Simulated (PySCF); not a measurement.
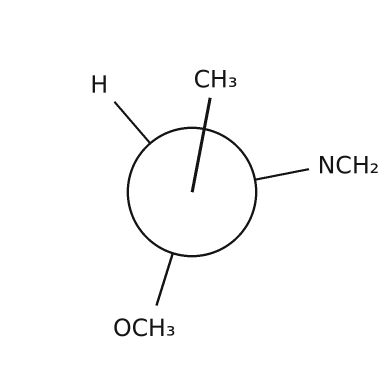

A Newman projection along the O–Si bond, oxygen in front; angles are drawn as computed, but eclipsed bonds slightly apart. Computed geometry: GFN2-xTB optimisation. No frequency run is at hand to confirm it as a minimum.

Question: Which molecule is it?

Answer: C3H9NO2Si, C=N[SiH](OC)OC

Question: What is the torsion angle from the front CH3 to the back OCH3? The sign is positive where the front bond must turn clockwise to cover the back bond.

Answer: −174°, antiperiplanar (anti).
